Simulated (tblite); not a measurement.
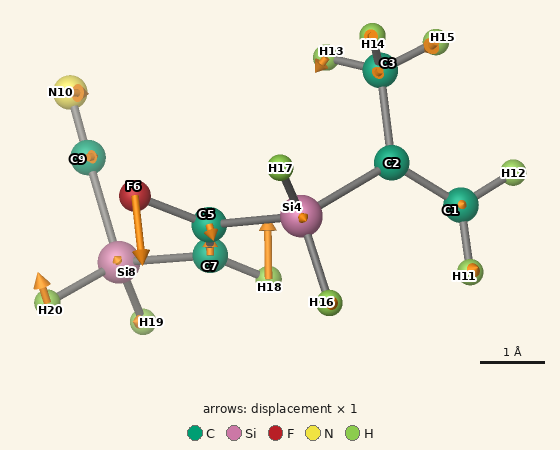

This is a relaxation of C₆H₁₀FNSi₂. The starting structure is drawn; orange arrows show the displacements, at their true length. The two geometries are superimposed by the best rigid fit.

A ball-and-stick model, seen at a tilt.

Theory: tblite, GFN2-xTB geometry optimisation, gas phase. 

### What did the optimiser do to the structure, and how much energy did it gain?

After 166 geometry steps the energy has fallen by 25.4 kJ/mol. F6 moves most after the best rigid fit: 1.14 Å. Largest moves by element: F 1.14 Å, H 1.02 Å, N 0.41 Å, C 0.33 Å, Si 0.16 Å. Among the contacts that change: Si4–C5 1.855 → 1.905 Å, C7–Si8 1.847 → 1.883 Å, Si4–H16 1.496 → 1.466 Å, Si8–H20 1.487 → 1.459 Å. Among the angles between lasting bonds that change: C7–Si8–C9 112.8° → 104.0°, H19–Si8–H20 106.0° → 113.8°, Si8–C7–H18 113.0° → 118.4°. Groups turn about C7–Si8 by about 50°, Si4–C5 by about 40°.
